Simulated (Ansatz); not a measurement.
Relaxed BP (zinc blende):

```
BP
1.0
    0.00000     2.26820     2.26820
    2.26820     0.00000     2.26820
    2.26820     2.26820     0.00000
P B
1 1
Direct
  0.75000   0.75000   0.75000
  0.00000   0.00000   0.00000
```

The atoms are displaced by Q × the pattern below (from a DFPT mode at Γ, largest move 1; Q in Å), at fixed cell. It is one choice among 3 degenerate patterns.

| atom | x | y | z |
|---|---|---|---|
| P1 | 0.000 | 0.000 | 0.349 |
| B2 | 0.000 | 0.000 | -1.000 |

The numbers are results of r2SCAN (plane waves to 500 eV, PAW, scalar-relativistic; Ansatz, a quantum-chemistry and plane-wave program), not measurements. k mesh 12×12×12 (Γ-centred), Fermi-Dirac smearing 0.05 eV. The energy includes the smearing's −TS. As the smearing reaches across the gap at some points, energies and forces of such displacements shift with the k mesh and the smearing. BP was relaxed with its symmetry unable to fall. The PAW data are Ansatz's earlier set. ΔE is measured from the undisplaced structure.

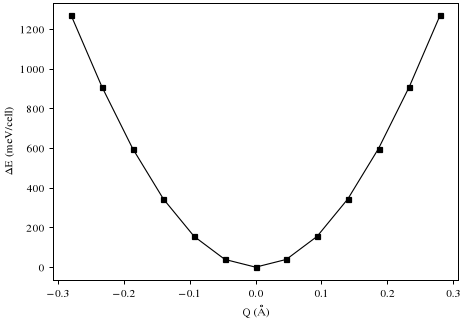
ΔE (meV/cell) against Q (Å); computed points joined by lines.

Task: What is the energy change at Q = 0.280 Å?

Result: About 1300 meV/cell.

Task: What harmonic wavenumber does the curvature at Q = 0 give?

Result: About 820 cm⁻¹.

(A displaced cell: forces are minus the slopes of the energy, force constants its curvatures, and phonons follow from these.)
